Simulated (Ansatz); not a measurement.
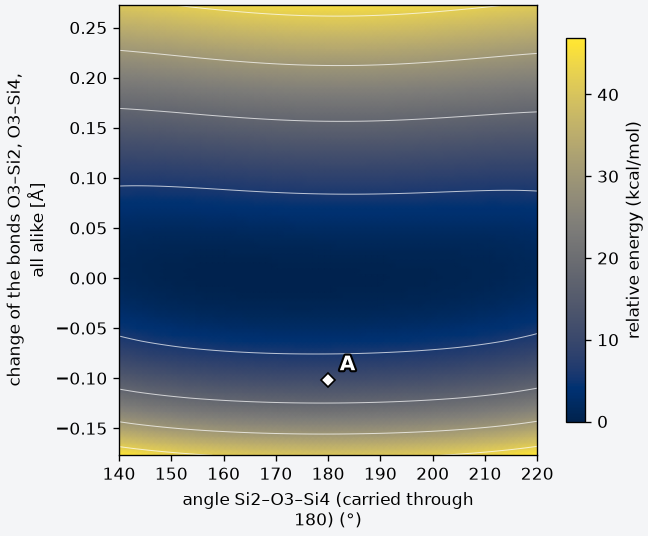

FH5OSi2, SMILES F[SiH2]O[SiH3]. 
- The first coordinate is: angle Si2–O3–Si4 (carried through 180); the second: change of the bonds O3–Si2, O3–Si4, all alike.
- Nothing is relaxed (all other coordinates rigid).
- The scan uses a 13 × 13 grid.
- Points are written as (first, second).
- All energies are given in kcal/mol relative to the relaxed molecule at the same level.
- Theory: RHF/def2-TZVP (Ansatz 0.2.0).

The picture shows a smooth colour map with a few white contour lines, the point A. Between grid points the surface is interpolated.

### Is A at rest? If not, where is it pushed?

A, at (180.0°, −0.102 Å), is not a stationary point. The computed force is nearly zero along the first coordinate and 250 kcal/mol for each Å towards larger values of the second coordinate.
